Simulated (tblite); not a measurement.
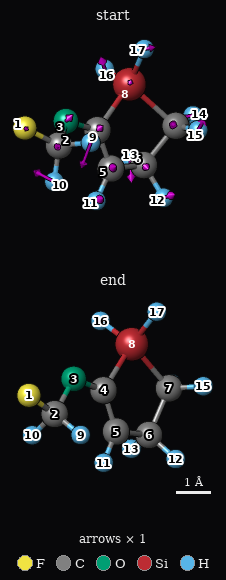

The structure of C$_{5}$H$_{9}$FOSi before (top) and after (bottom) a relaxation, at one scale. The purple arrows give the displacements, at their true length.

The picture is a ball-and-stick view, seen from a free direction.

Theory: GFN2-xTB geometry optimisation, gas phase (tblite 0.8.0). 

### What changed between the two?

After 69 geometry steps the energy has fallen by 20.3 kcal/mol. H10 moves most after the best rigid fit: 1.01 Å. Largest moves by element: H 1.01 Å, C 0.39 Å, O 0.37 Å, Si 0.19 Å, F 0.16 Å. Near-neighbour distances that change, for instance: C5–C6 1.436 → 1.500 Å, F1–C2 1.402 → 1.355 Å, O3–C4 1.405 → 1.369 Å, C6–H12 1.126 → 1.093 Å. Bond angles that change, for instance: C6–C7–Si8 94.9° → 107.1°, C2–O3–C4 127.3° → 117.0°, H14–C7–H15 114.3° → 106.2°. Groups turn about O3–C4 by about 35°, C6–C7 by about 25°, C7–Si8 by about 25°.
